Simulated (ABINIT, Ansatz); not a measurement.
# Converging GW for WS2 (Tungstenite) in ABINIT

What does each rung of G0W0 on WS2 (Tungstenite) cost, and what does it buy?

Method: PBE and many-body steps on it, plane waves, in ABINIT 10.8.3.

The database entry behind the starting cell differs from later determinations by our own check (an axis about 1.4 % long against later determinations), so it need not match the best structure at ambient conditions.

## (1) Starting point

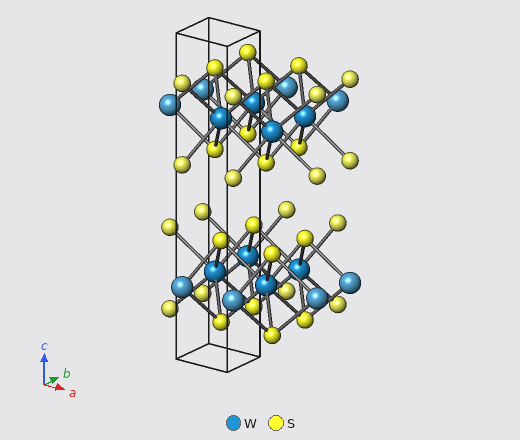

Start, viewed slightly off an axis; tungsten blue, sulfur yellow. 2×2×1 cells are drawn. Some periodic images of atoms are drawn too.

The cell and positions come from the Crystallography Open Database and are kept as given unless a step says otherwise. Spin-orbit coupling is left out unless a step names it.

## (2) Empty states on the mesh, 3×3×1 mesh, 300 bands

This step: ABINIT 10.8.3; DFT, PBE, plane waves, norm-conserving pseudopotentials.

The sums over transitions need many empty states on a uniform mesh; this step solves for them.

The input, run.abi:

```
acell 3*1.0 Angstrom
rprim 
  3.179999999980 0.000000000005 0.000000000000
  -1.589999999994 2.753960784015 0.000000000000
  0.000000000000 0.000000000000 12.500000000000
ntypat 2
znucl 74 16
natom 6
typat 1 1 2 2 2 2
xred 
  0.333333333333 0.666666666667 0.250000000000
  0.666666666667 0.333333333333 0.750000000000
  0.333333333333 0.666666666667 0.625000000000
  0.666666666667 0.333333333333 0.125000000000
  0.333333333333 0.666666666667 0.875000000000
  0.666666666667 0.333333333333 0.375000000000
pp_dirpath "pseudos"
pseudos "W.upf, S.upf"
ecut 31
ngkpt 3 3 1
nshiftk 1
shiftk 0 0 0
kptopt 1
chksymbreak 0
iscf -2
irdden 1
istwfk *1
nband 300
nbdbuf 26
tolwfr 1e-09
nstep 60
prtvol 0
indata_prefix "in"
outdata_prefix "out"
tmpdata_prefix "tmp"
```

Started as:

```sh
OMP_NUM_THREADS=1 mpirun -n 4 abinit run.abi > log
```

Numbers of over 12 decimals in the logs are rounded to 6 here.

Output:

```text
.Version 10.8.3 of ABINIT. v10.8.2 released Aug 2026.

 Symmetries : space group P6_3/m m c (#194); Bravais hP (primitive hexag.)
[... echo of the input left out ...]
== DATASET  1 ==================================================================
-   mpi_nproc: 4, omp_nthreads: 1 (-1 if OMP is not activated)
-    --> not optimal distribution: autoparal keyword recommended in input file <--

--- !DatasetInfo
iteration_state: {dtset: 1, }
dimensions: {natom: 6, nkpt: 3, mband: 300, nsppol: 1, nspinor: 1, nspden: 1, mpw: 6137, }
cutoff_energies: {ecut:  31.0, pawecutdg:  -1.0, }
[...]
3.58328    3.58328    3.58975    3.61051    3.61530    3.61530    3.64479    3.66879
   3.68399    3.69265    3.71582    3.71595    3.74374    3.74418    3.76618    3.76838
   3.77301    3.78385    3.78497    3.78655
 prteigrs : prtvol=0 or 1, do not print more k-points.

== END DATASET(S) ==============================================================
================================================================================

 -outvars: echo values of variables after computation  --------
            nband         300
             nkpt           3
          spgroup         194
 [... the other variables as echoed above ...]

 Calculation completed.
```

It took 89 s on 4 MPI ranks of Arm Neoverse V2, shared host; peak memory 0.49 GiB; 5.9 min of CPU time.

This step gave:

```yaml
gap: 1.175 eV
k_of_the_valence_top: 0, 0, 0
k_of_the_conduction_bottom: 0.3333, 0.3333, 0
least_direct_gap: 1.737 eV
k_points_computed: 3
lowest_point_of_the_top_converged_band_above_the_valence_top: 84.9580 eV
```

On this mesh the gap is 1.175 eV.

The density comes from a self-consistent run that is not shown.

## (3) Screening, 3×3×1 mesh, 57 bands, screening to 62.6 eV

The RPA dielectric matrix is built and inverted for each q.

This step: RPA screening on PBE, plane waves, norm-conserving pseudopotentials.

Edit run.abi of step 2 so:

```diff
@@ -24,10 +24,11 @@
 chksymbreak 0
-iscf -2
-irdden 1
 istwfk *1
-nband 300
-nbdbuf 26
-tolwfr 1e-09
-nstep 60
-prtvol 0
+occopt 1
+irdwfk 1
+optdriver 3
+nband 57
+ecuteps 2.3
+inclvkb 2
+awtr 1
+symchi 1
 indata_prefix "in"
```

Output:

```text
.Version 10.8.3 of ABINIT. v10.8.2 released Aug 2026.

 Symmetries : space group P6_3/m m c (#194); Bravais hP (primitive hexag.)
[... echo of the input left out ...]
== DATASET  1 ==================================================================
-   mpi_nproc: 4, omp_nthreads: 1 (-1 if OMP is not activated)

--- !DatasetInfo
iteration_state: {dtset: 1, }
dimensions: {natom: 6, nkpt: 3, mband: 57, nsppol: 1, nspinor: 1, nspden: 1, mpw: 6137, }
cutoff_energies: {ecut:  31.0, pawecutdg:  -1.0, }
electrons: {nelect:   5.20000000E+01, charge:   0.00000000E+00, occopt:   1.00000000E+00, tsmear:   1.00000000E-02, }

 SCREENING: Calculation of the susceptibility and dielectric matrices

 Based on a program developped by R.W. Godby, V. Olevano, G. Onida, and L. Reining.
 Incorporated in ABINIT by V. Olevano, G.-M. Rignanese, and M. Torrent.
.Using double precision arithmetic ; gwpc =  8

[... cell and pseudopotentials left out ...]
--------------------------------------------------------------------------------

 ==== K-mesh for the wavefunctions ====
 Number of points in the irreducible wedge :     3
[... list of points left out ...]
 Together with 24 symmetry operations and time-reversal symmetry
 yields     9 points in the full Brillouin Zone.

 ==== Q-mesh for the screening function ====
 Number of points in the irreducible wedge :     3
[... list of points left out ...]
 Together with 24 symmetry operations and time-reversal symmetry
 yields     9 points in the full Brillouin Zone.

 setmesh: FFT mesh size selected  =    20x   20x   80
          total number of points  =        32000

 vcoul_init : cutoff-mode = AUXILIARY_FUNCTION
 q-points for optical limit:   1
     1)      0.000010    0.000020    0.000030

- screening: taking advantage of time-reversal symmetry
- Maximum band index for partially occupied states nbvw = 26
- Remaining bands to be divided among processors   nbcw = 31
- Number of bands treated by each node ~7

 Number of electrons calculated from density =   52.0000; Expected =   52.0000
 average of density, n =  0.070390
 r_s =    1.5024
 omega_plasma =   25.5924 [eV]

 calculating chi0 at frequencies [eV] :
  1    0.000000E+00    0.000000E+00
  2    0.000000E+00    2.559243E+01

--------------------------------------------------------------------------------
  q-point number  1        q = ( 0.000000, 0.000000, 0.000000) [r.l.u.]
--------------------------------------------------------------------------------
[... chi0 elements left out ...]
 For q-point:  0.000010 0.000020 0.000030
  dielectric constant =  18.4249
  dielectric constant without local fields =  20.2252

  Average fulfillment of the sum rule on Im[epsilon] for q-point    1 :     60.23  [%]
[... wings left out ...]
  q-point number  2        q = ( 0.333333, 0.000000, 0.000000) [r.l.u.]
--------------------------------------------------------------------------------
[... chi0 elements left out ...]
  Average fulfillment of the sum rule on Im[epsilon] for q-point    2 :     49.99  [%]

 [... 1 further q-points ...]
```

Run time: 8 s. Hardware: 4 MPI ranks; peak memory 0.84 GiB; 32 s of CPU time.

This step gave:

```yaml
eps_infinity_with_local_fields_on_this_mesh_along_the_program_s_q_direction: 18.42
the_same_without_local_fields: 20.23
plasma_frequency: 25.59 eV
plane_waves_in_the_screening_matrix: 113
```

Local fields lower ε∞ by 9 %. On a Γ-centred mesh this coarse the value itself is usually too large, while a short band sum pulls it down.

## (4) 57 bands, 62.6 eV

The self-energy is evaluated for the states that the input lists, and the levels follow from it, in one-shot runs by the linearised quasiparticle equation.

This step: G0W0 on PBE, plane waves, norm-conserving pseudopotentials.

Edit run.abi of step 3 so:

```diff
@@ -27,8 +27,17 @@
 irdwfk 1
-optdriver 3
+optdriver 4
 nband 57
+gwcalctyp 0
+ecutsigx 31
+symsigma 1
+nkptgw 2
+kptgw 
+  0.0000000000 0.0000000000 0.0000000000
+  0.3333333333 0.3333333333 0.0000000000
+bdgw 
+  25 28
+  25 28
 ecuteps 2.3
-inclvkb 2
-awtr 1
-symchi 1
+irdscr 1
+ppmodel 1
 indata_prefix "in"
```

Output:

```text
.Version 10.8.3 of ABINIT. v10.8.2 released Aug 2026.

 Symmetries : space group P6_3/m m c (#194); Bravais hP (primitive hexag.)
[... echo of the input left out ...]
== DATASET  1 ==================================================================
-   mpi_nproc: 4, omp_nthreads: 1 (-1 if OMP is not activated)

--- !DatasetInfo
iteration_state: {dtset: 1, }
dimensions: {natom: 6, nkpt: 3, mband: 57, nsppol: 1, nspinor: 1, nspden: 1, mpw: 6137, }
cutoff_energies: {ecut:  31.0, pawecutdg:  -1.0, }
electrons: {nelect:   5.20000000E+01, charge:   0.00000000E+00, occopt:   1.00000000E+00, tsmear:   1.00000000E-02, }

 SIGMA: Calculation of the GW corrections

 Based on a program developped by R.W. Godby, V. Olevano, G. Onida, and L. Reining.
 Incorporated in ABINIT by V. Olevano, G.-M. Rignanese, and M. Torrent.
.Using double precision arithmetic ; gwpc =  8

[... cell and pseudopotentials left out ...]
--------------------------------------------------------------------------------

 ==== K-mesh for the wavefunctions ====
 Number of points in the irreducible wedge :     3
[... list of points left out ...]
 Together with 24 symmetry operations and time-reversal symmetry
 yields     9 points in the full Brillouin Zone.

 ==== Q-mesh for screening function ====
 Number of points in the irreducible wedge :     3
[... list of points left out ...]
 Together with 24 symmetry operations and time-reversal symmetry
 yields     9 points in the full Brillouin Zone.

 vcoul_init : cutoff-mode = AUXILIARY_FUNCTION
 q-points for optical limit:   1
     1)      0.000010    0.000020    0.000030
 setmesh: FFT mesh size selected  =    27x   27x  120
          total number of points  =        87480

 Number of electrons calculated from density =   52.0000; Expected =   52.0000
 average of density, n =  0.070390
 r_s =    1.5024
 omega_plasma =   25.5924 [eV]

 === KS Band Gaps ===
  >>>> For spin  1
   Minimum direct gap =   1.7368 [eV], located at k-point      :   0.3333  0.3333  0.0000
   Fundamental gap    =   1.1751 [eV], Top of valence bands at :   0.0000  0.0000  0.0000
                                       Bottom of conduction at :   0.3333  0.3333  0.0000
 SIGMA fundamental parameters:
 PLASMON POLE MODEL  1
 number of plane-waves for SigmaX                 6137
 number of plane-waves for SigmaC and W            113
 number of plane-waves for wavefunctions          6137
 number of bands                                    57
 number of independent spin polarizations            1
 number of spinorial components                      1
 number of k-points in IBZ                           3
 number of q-points in IBZ                           3
 number of symmetry operations                      24
 number of k-points in BZ                            9
 number of q-points in BZ                            9
 number of frequencies for dSigma/dE                 9
 frequency step for dSigma/dE [eV]                0.25
 number of omega for Sigma on real axis              0
 max omega for Sigma on real axis  [eV]           0.00
 zcut for avoiding poles [eV]                     0.10

 EPSILON^-1 parameters (SCR file):
 dimension of the eps^-1 matrix on file            113
 dimension of the eps^-1 matrix used               113
 number of plane-waves for wavefunctions          6137
 number of bands                                    57
 number of q-points in IBZ                           3
 number of frequencies                               2
 number of real frequencies                          1
 number of imag frequencies                          1

 matrix elements of self-energy operator (all in [eV])

 Perturbative Calculation

--- !SelfEnergy_ee
iteration_state: {dtset: 1, }
kpoint     : [   0.000,    0.000,    0.000, ]
spin       : 1
KS_gap     :    2.245
QP_gap     :    2.790
Delta_QP_KS:    0.545
data: !SigmaeeData |
     Band     E0 <VxcDFT>   SigX SigC(E0)      Z dSigC/dE  Sig(E)    E-E0       E
       25   7.984 -14.390 -15.587   2.157   0.793  -0.262 -13.630   0.760   8.744
       26   9.072 -15.531 -16.377   2.064   0.791  -0.264 -14.568   0.964  10.035
       27  11.317 -15.192 -10.304  -2.991   0.795  -0.257 -13.683   1.509  12.826
       28  11.317 -15.192 -10.304  -2.991   0.795  -0.257 -13.683   1.509  12.826

--- !SelfEnergy_ee
iteration_state: {dtset: 1, }
kpoint     : [   0.333,    0.333,    0.000, ]
spin       : 1
KS_gap     :    1.737
QP_gap     :    2.520
Delta_QP_KS:    0.783
data: !SigmaeeData |
     Band     E0 <VxcDFT>   SigX SigC(E0)      Z dSigC/dE  Sig(E)    E-E0       E
       25   8.343 -15.064 -16.308   2.292   0.792  -0.263 -14.234   0.830   9.173
       26   8.510 -15.440 -16.624   2.298   0.791  -0.264 -14.559   0.880   9.390
       27  10.247 -16.292 -11.224  -2.969   0.792  -0.262 -14.629   1.663  11.910
       28  10.247 -16.292 -11.224  -2.969   0.792  -0.262 -14.629   1.663  11.910

== END DATASET(S) ==============================================================
================================================================================

 -outvars: echo values of variables after computation  --------
           etotal      0.0000000000E+00
            nband          57
             nkpt           3
          spgroup         194
 [... the other variables as echoed above ...]

 Calculation completed.
```

Elapsed: 3.9 s, on 4 MPI ranks; peak memory 0.57 GiB.

Numbers from this step:

```
G0W0 gap on the points computed              : 1.875 eV
starting gap on the mesh                     : 1.175 eV
k of the valence top                         : 0, 0, 0
k of the conduction bottom                   : 0.3333, 0.3333, 0
Z at the valence top                         : 0.791
Z at the conduction bottom                   : 0.792
least direct G0W0 gap on the computed points : 2.520 eV
```

The gap on the mesh goes from 1.17 eV to 1.88 eV, a correction of +0.70 eV.

## (5) Screening, 3×3×1 mesh, 127 bands, screening to 114.3 eV

This step: RPA screening on PBE, plane waves, norm-conserving pseudopotentials.

Edit run.abi of step 4 so:

```diff
@@ -27,17 +27,8 @@
 irdwfk 1
-optdriver 4
-nband 57
-gwcalctyp 0
-ecutsigx 31
-symsigma 1
-nkptgw 2
-kptgw 
-  0.0000000000 0.0000000000 0.0000000000
-  0.3333333333 0.3333333333 0.0000000000
-bdgw 
-  25 28
-  25 28
-ecuteps 2.3
-irdscr 1
-ppmodel 1
+optdriver 3
+nband 127
+ecuteps 4.2
+inclvkb 2
+awtr 1
+symchi 1
 indata_prefix "in"
```

Output:

```text
.Version 10.8.3 of ABINIT. v10.8.2 released Aug 2026.

 Symmetries : space group P6_3/m m c (#194); Bravais hP (primitive hexag.)
[... echo of the input left out ...]
== DATASET  1 ==================================================================
-   mpi_nproc: 4, omp_nthreads: 1 (-1 if OMP is not activated)

--- !DatasetInfo
iteration_state: {dtset: 1, }
dimensions: {natom: 6, nkpt: 3, mband: 127, nsppol: 1, nspinor: 1, nspden: 1, mpw: 6137, }
cutoff_energies: {ecut:  31.0, pawecutdg:  -1.0, }
electrons: {nelect:   5.20000000E+01, charge:   0.00000000E+00, occopt:   1.00000000E+00, tsmear:   1.00000000E-02, }

 SCREENING: Calculation of the susceptibility and dielectric matrices

 Based on a program developped by R.W. Godby, V. Olevano, G. Onida, and L. Reining.
 Incorporated in ABINIT by V. Olevano, G.-M. Rignanese, and M. Torrent.
.Using double precision arithmetic ; gwpc =  8

[... cell and pseudopotentials left out ...]
--------------------------------------------------------------------------------

 ==== K-mesh for the wavefunctions ====
 Number of points in the irreducible wedge :     3
[... list of points left out ...]
 Together with 24 symmetry operations and time-reversal symmetry
 yields     9 points in the full Brillouin Zone.

 ==== Q-mesh for the screening function ====
 Number of points in the irreducible wedge :     3
[... list of points left out ...]
 Together with 24 symmetry operations and time-reversal symmetry
 yields     9 points in the full Brillouin Zone.

 setmesh: FFT mesh size selected  =    20x   20x   90
          total number of points  =        36000

 vcoul_init : cutoff-mode = AUXILIARY_FUNCTION
 q-points for optical limit:   1
     1)      0.000010    0.000020    0.000030

- screening: taking advantage of time-reversal symmetry
- Maximum band index for partially occupied states nbvw = 26
- Remaining bands to be divided among processors   nbcw = 101
- Number of bands treated by each node ~25

 Number of electrons calculated from density =   52.0000; Expected =   52.0000
 average of density, n =  0.070390
 r_s =    1.5024
 omega_plasma =   25.5924 [eV]

 calculating chi0 at frequencies [eV] :
  1    0.000000E+00    0.000000E+00
  2    0.000000E+00    2.559243E+01

--------------------------------------------------------------------------------
  q-point number  1        q = ( 0.000000, 0.000000, 0.000000) [r.l.u.]
--------------------------------------------------------------------------------
[... chi0 elements left out ...]
 For q-point:  0.000010 0.000020 0.000030
  dielectric constant =  18.0814
  dielectric constant without local fields =  20.2877

  Average fulfillment of the sum rule on Im[epsilon] for q-point    1 :     77.24  [%]
[... wings left out ...]
  q-point number  2        q = ( 0.333333, 0.000000, 0.000000) [r.l.u.]
--------------------------------------------------------------------------------
[... chi0 elements left out ...]
  Average fulfillment of the sum rule on Im[epsilon] for q-point    2 :     72.72  [%]

 [... 1 further q-points ...]
```

Run time: 22 s. Hardware: 4 MPI ranks; peak memory 1 GiB; 86 s of CPU time.

Numbers from this step:

```yaml
eps_infinity_with_local_fields_on_this_mesh_along_the_program_s_q_direction: 18.08
the_same_without_local_fields: 20.29
plasma_frequency: 25.59 eV
plane_waves_in_the_screening_matrix: 303
```

[end of part 1 of 2]

[Paths, hosts, dates, memory and timing lines, banners, echoed tables and standing remarks are left out of the program output.]

[Logs are printed without paths, hosts, clocks, repeated set-up lines and the standing remarks that a program may print on its own settings, such as how far it seeks lower states.]

[Runs of the session that timed out or met a known fault of the program may be left out.]

[Hosts, paths, dates, database ids (printed as entryN), source tags and the programs' standing remarks are cut or masked in the printed files.]

[G0W0 gaps are taken among the corrected bands and points alone; a level outside them can change the order at an edge.]

[Where Ansatz stands beside ABINIT at settings called matched, ABINIT's density can come from a denser mesh and the files from another edition; pairs whose starting gaps differed by over 0.03 eV were left out, so agreement reads better than it is.]
